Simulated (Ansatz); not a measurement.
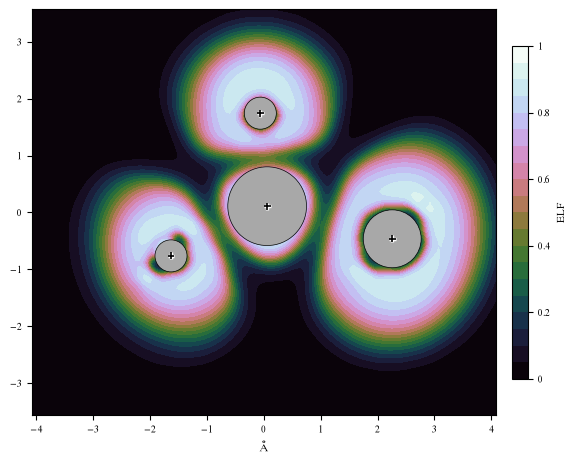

The electron localisation function on a plane through atoms (crosses mark nuclei in the plane; grey discs cover the cores).

Computed with RKS PBE0-D4/def2-TZVPP (Ansatz 0.2.0).

Candidates:
A. C6H4OTi (SMILES C#[C][Ti]([OH])([C]#C)[C]#C)
B. Cl2H2MoO3 (SMILES [O]=[Mo]([OH])([OH])([Cl])[Cl])
C. C3FGeN3 (SMILES N#[C][Ge]([F])([C]#N)[C]#N)

Q: Which candidate gave the map?

A: Candidate B: Cl2H2MoO3 on the plane of atoms O3, Mo2 and Cl5, which holds O, Mo and Cl. Mo–O (1.65 Å): the ELF peaks at about 0.75 in the valence shell of O, 0.5 Å from its nucleus, and drops to about 0.45 between the two atoms. Mo–Cl (2.27 Å): the ELF peaks at about 0.80 in the valence shell of Cl, 0.8 Å from its nucleus, and is about 0.45 at the midpoint.
